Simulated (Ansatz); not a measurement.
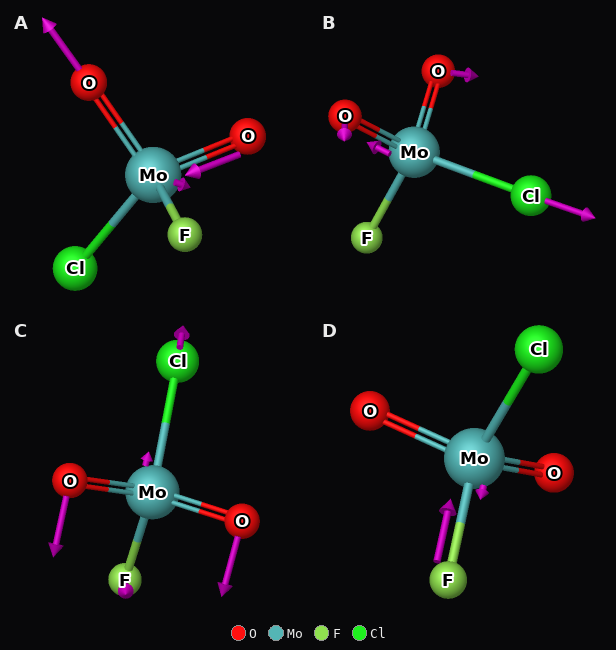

4 normal modes of one molecule or complex, as arrows. Charge 0, singlet. Harmonic vibrations computed with RKS PBE0-D4/def2-TZVP, core potentials on Mo (Ansatz 0.2.0) at a stationary point of the same level.

### Match the panels to the wavenumbers 264 cm⁻¹, 462 cm⁻¹, 723 cm⁻¹, 1059 cm⁻¹.

A: 1059 cm⁻¹, out-of-phase stretching of 2 Mo–O bonds
B: 462 cm⁻¹
C: 264 cm⁻¹, angle bending
D: 723 cm⁻¹, Mo–F stretching
